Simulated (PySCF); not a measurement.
EPR calculation, with input and output: C$_{5}$H$_{11}$OSi

System: C$_{5}$H$_{11}$OSi, multiplicity 2.
Method: UKS B3LYP, pcH-1 on C H O Si, non-relativistic, mean-field spin-orbit, GIAO (PySCF 2.14.0).

It belongs to a series of runs on one base structure; here: H added to sp2 C.

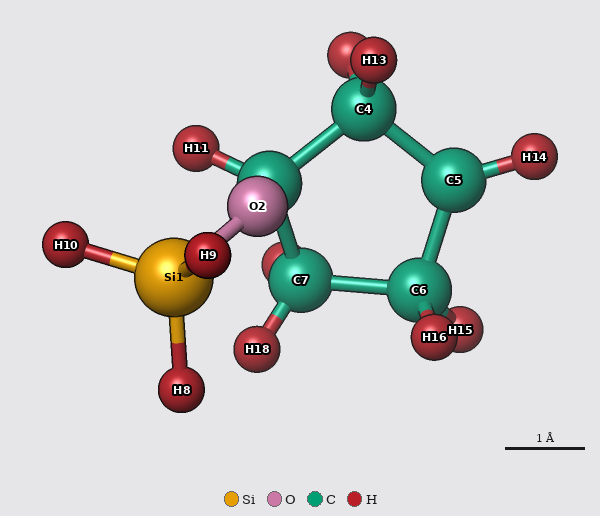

**Figure 1.** The structure (ball-and-stick view, seen at a tilt; atoms are numbered from 1 in the order of the input). Bond lengths as drawn: C–C 1.48 to 1.54 Å, C–H 1.07 to 1.10 Å, C–O 1.40 Å, H–Si 1.45 to 1.47 Å and O–Si 1.61 Å.

### Input
```
{"job": {"kind": "epr", "basis": "pcH-1"}, "charge": 0, "multiplicity": 2}
Si     2.346302     0.799055    -1.034736
O      0.942655     0.923758    -0.249916
C      0.307765     0.094427     0.679667
C     -1.017208     0.756911     1.094000
C     -2.011189     0.192748     0.153589
C     -1.436280    -0.899880    -0.662141
C     -0.130966    -1.239289     0.063817
H      2.381396    -0.333695    -1.968966
H      2.345229     2.081039    -1.719517
H      3.467155     0.626886    -0.103438
H      0.982849    -0.058085     1.532296
H     -1.251164     0.513824     2.139676
H     -0.941308     1.846663     1.027751
H     -2.983410     0.614901    -0.007758
H     -2.105476    -1.760474    -0.756547
H     -1.218268    -0.555995    -1.684167
H     -0.321761    -1.952967     0.866119
H      0.634919    -1.643510    -0.594714
```

The first line tells a small driver script what to run in PySCF; the rest is the geometry in Å.

Hardware: 1 CPU thread, shared host.

Launch command:
```bash
OMP_NUM_THREADS=1 python <driver script> task.json out
```

### What the program printed
```
UKS, coarse grid
  cycle   1  E = -561.74309857  |g| = 5.74e-01
  cycle   2  E = -561.50898143  |g| = 9.71e-01
  cycle   3  E = -561.86195882  |g| = 9.93e-02
  cycle   4  E = -561.86495810  |g| = 4.86e-02
  cycle   5  E = -561.86604777  |g| = 7.81e-03
  cycle   6  E = -561.86607381  |g| = 2.26e-03
  cycle   7  E = -561.86607645  |g| = 1.28e-03
  cycle   8  E = -561.86607775  |g| = 2.69e-04
UKS, final grid
  cycle   1  E = -561.86605869  |g| = 2.92e-04
  cycle   2  E = -561.86605867  |g| = 4.07e-04
  cycle   3  E = -561.86605874  |g| = 4.73e-05
  cycle   4  E = -561.86605874  |g| = 2.43e-05
E = -561.86605874 Eh   <S^2> = 0.7539 (exact 0.7500)
g shifts (ppm)      1          2          3
  rmc          -136       -136       -136
  gc              1         22         17
  oz_so          22        566        799
  total        -114        452        679
hyperfine (MHz)  atom isotope    a_iso     a_fc   dipolar eigenvalues
    0  29Si       0.24       0.24     -0.35      0.17      0.18
    1   17O       0.22       0.22     -0.51      0.02      0.48
    2   13C       2.74       2.74     -1.34     -0.60      1.94
    3   13C     -34.35     -34.36     -2.40      0.25      2.15
    4   13C      91.88      91.98    -80.97    -80.92    161.88
    5   13C     -33.49     -33.51     -2.15      0.26      1.89
    6   13C       3.74       3.74     -1.23     -0.78      2.01
    7    1H       0.96       0.96     -0.70     -0.59      1.29
    8    1H      -0.05      -0.05     -0.60     -0.55      1.16
    9    1H       0.22       0.22     -0.47     -0.43      0.90
   10    1H      -1.31      -1.31     -1.94     -1.60      3.54
   11    1H     139.11     139.11     -5.34     -3.99      9.33
   12    1H      85.33      85.33     -4.89     -3.48      8.37
   13    1H     -61.52     -61.53    -38.66     -0.21     38.87
   14    1H      78.63      78.63     -4.76     -4.11      8.87
   15    1H     142.48     142.48     -5.23     -3.42      8.65
   16    1H      -1.99      -1.99     -3.07     -2.54      5.60
   17    1H      -1.66      -1.66     -1.93     -1.57      3.50
```

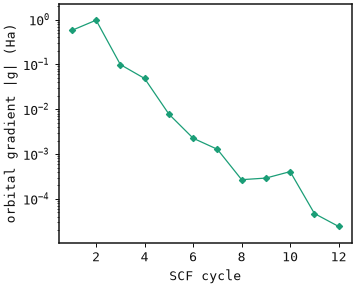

**Figure 2.** Convergence of the self-consistent field: orbital gradient |g| against the SCF cycle. All cycles printed in the log are drawn one after another.

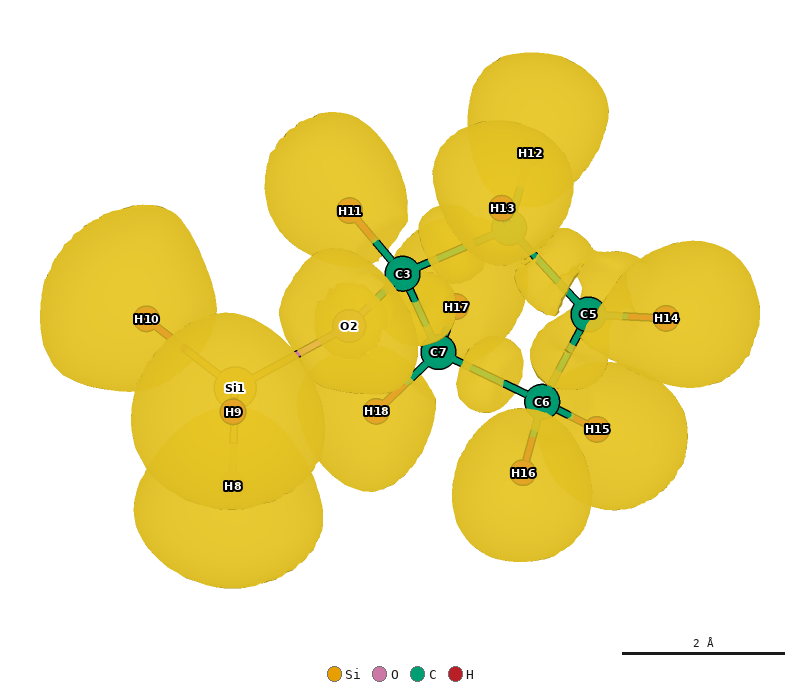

**Figure 3.** Isosurface of the ELF at 0.75 (yellow), seen at a tilt. Only the valence region is drawn (cores and ρ < 0.01 e/Å³ removed). Values along the shortest contacts:

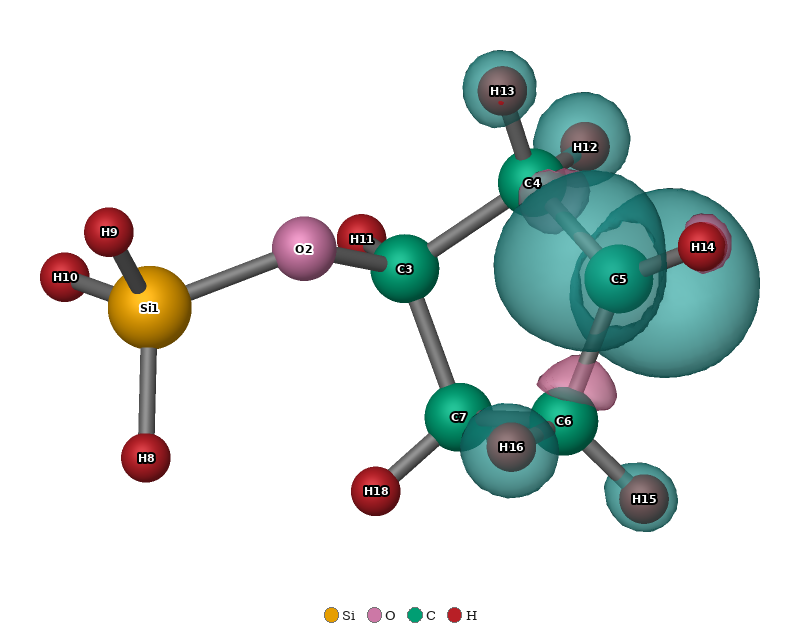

**Figure 4.** Isosurfaces of the spin density (α minus β) at +0.03 (teal) and −0.03 e/Å³ (pink), seen face on. The unpaired spin (1 electron) lies mostly on C5 (about 0.7), in electrons by Hirshfeld's partition.

### Key numbers

```tsv
quantity	value
outcome	converged
total energy	−561.866059 hartree
⟨S²⟩	0.754
isotropic g	2.0027
wall time	88 s
peak memory	0.97 GiB
```
